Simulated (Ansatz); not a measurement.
System: CdH6.

Input

```
crystal:
  lattice:
    - [3.2715026671, 1.8888029455, 6.8392915111]
    - [-3.2715026671, 1.8888029455, 6.8392915111]
    - [0.0, -3.777605891, 6.8392915111]
  atoms:
    - { symbol: Cd, position: [0.0, 0.0, 0.0] }
    - { symbol: H, position: [0.4549415607, 0.0083068801, 0.988238186] }
    - { symbol: H, position: [0.0083068801, 0.988238186, 0.4549415607] }
    - { symbol: H, position: [0.988238186, 0.4549415607, 0.0083068801] }
    - { symbol: H, position: [0.5450584393, 0.9916931199, 0.011761814] }
    - { symbol: H, position: [0.9916931199, 0.011761814, 0.5450584393] }
    - { symbol: H, position: [0.011761814, 0.5450584393, 0.9916931199] }
basis:
  ecutwfc: 420
kpoints:
  mp_grid: { grid: [6, 6, 6] }
hamiltonian:
  xc: pbe
scf:
  occupations: { method: fixed }
output:
  forces: true
  stress: true
  eigenvalues: true
  write_density: true
  write_potential: true
  elf: true
  volumetric_format: npy
relax:
  adjacent_minimum: "off"
  f_tol: 0.001
  max_steps: 60
  cell: { stress_tol: 0.01 }
```

Launched as:

```sh
ansatz run input.yaml --threads 1 --pin off --max-ram 2560MiB --backend cpu --events-out ev --progress --plain --runs-dir out
```

Below, planes, directions and counts refer to the conventional cell (a = 6.78 Å, b = 6.78 Å, c = 20.82 Å, α = 90.00°, β = 90.00°, γ = 120.00°).

The fields are those of the relaxed geometry.

Space group R-3; a structure generated by program, which may or may not match a known phase.

All numbers below come from Ansatz, DFT PBE, scalar-relativistic, plane waves, PAW.

What will maps of the valence pseudo-density and electron localisation function show?

H–H (0.75 Å): ρ is about 1.8 e/Å³ halfway; the ELF peaks at about 1 between the atoms.

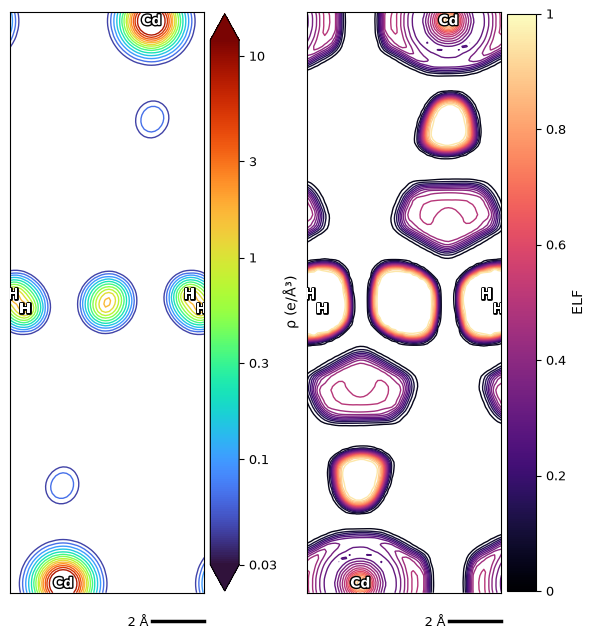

Computed valence pseudo-density and electron localisation function on the (101̄) plane of the conventional cell, in this order. Atoms just off the plane (H, 0.3 Å away) can leave unmarked features too.
